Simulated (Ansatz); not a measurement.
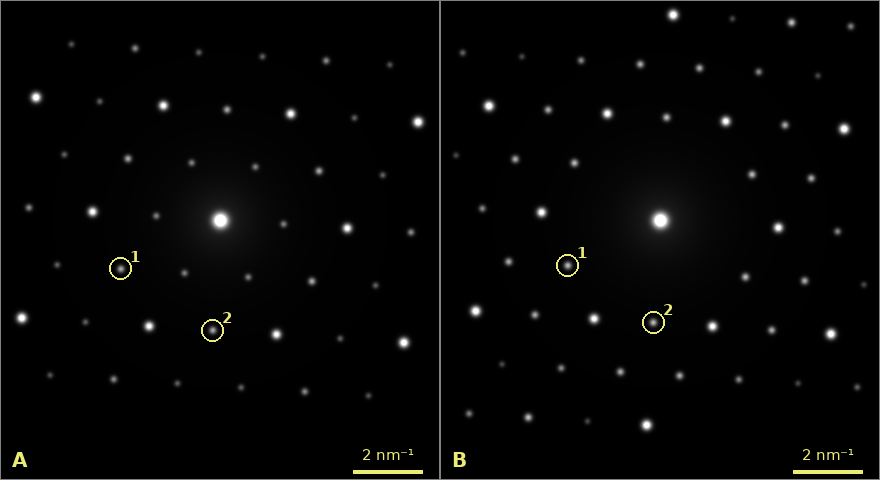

Kinematic electron diffraction patterns (300 kV, B = 0.5 Å², same scale) along [001] of the run's own cell, for the start and the end of one relaxation of TlGa3 with Ansatz, DFT PBE, scalar-relativistic, plane waves, PAW. k mesh 6×6×8. The start is a generated model structure, and the relaxation ends in the nearest stationary point of its symmetry, not necessarily the ground state. Spot 1 is -2 1 0 and spot 2 is -1 -1 0 in both.

Start structure:

```
Tl Ga
1.0
     6.20384    0.00000    0.00000
    -3.10192    5.37268    0.00000
     0.00000    0.00000    4.97954
Tl Ga
2 6
Direct
  0.33333 0.66667 0.25000
  0.66667 0.33333 0.75000
  0.83300 0.66600 0.25000
  0.16700 0.83300 0.75000
  0.33400 0.16700 0.25000
  0.16700 0.33400 0.75000
  0.83300 0.16700 0.25000
  0.66600 0.83300 0.75000
```

> Which pattern belongs to the start structure, and which to the relaxed one?

A is the start: its cell gives d(1) = 3.102 Å, d(2) = 3.102 Å and an angle of 60.0°. B is the relaxed structure, with d(1) = 3.337 Å (+7.6 %), d(2) = 3.337 Å (+7.6 %) and 60.0°.

> Name reflections whose intensity changes strongly on relaxation.

1 -1 0 fades out of sight; 1 -3 0 goes from 1.8 to 13 % of the strongest spot.

> Summarise the relaxation behind the change.

The volume changed by +10.5 % to 22.92 Å³ an atom; with the mean shift removed, the atoms moved by up to 0.21 Å relative to the cell (Ga most); the space group stayed P6_3/mmc (No. 194); the free energy fell by 50 meV an atom. Relaxed cell: a = 6.673 Å, b = 6.673 Å, c = 4.755 Å, α = 90.00°, β = 90.00°, γ = 120.00°.
